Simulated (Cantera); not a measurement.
Feed: 1 mol SiHCl3, 1.1 mol HCl, 21 mol N2, at 11.0 mbar.

Method: chemical equilibrium by Gibbs-energy minimisation in Cantera with the NASA 1993 tables (ideal gas, pure condensed phases). Candidate condensed phases: NH4Cl, Si, Si3N4; 28 gas species. N2 is the only nitrogen source here; it is nearly inert below about 1500 K, so the nitride shown seldom forms there in practice. The tables' values for SiCl3 are old estimates; treat these amounts as uncertain. The numbers say what is thermodynamically allowed, not how fast it happens.

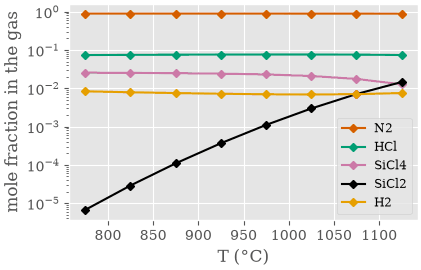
Equilibrium gas composition (values under 1e-9 drawn at 1e-9)

From 775 °C to 1125 °C the condensed part is Si3N4(s). The main Si-bearing gas is SiCl4 at 775 °C and SiCl2 at 1125 °C. The share of Si in condensed phases is highest at 875 °C (40.8 %) and lowest at 1125 °C (20.0 %).
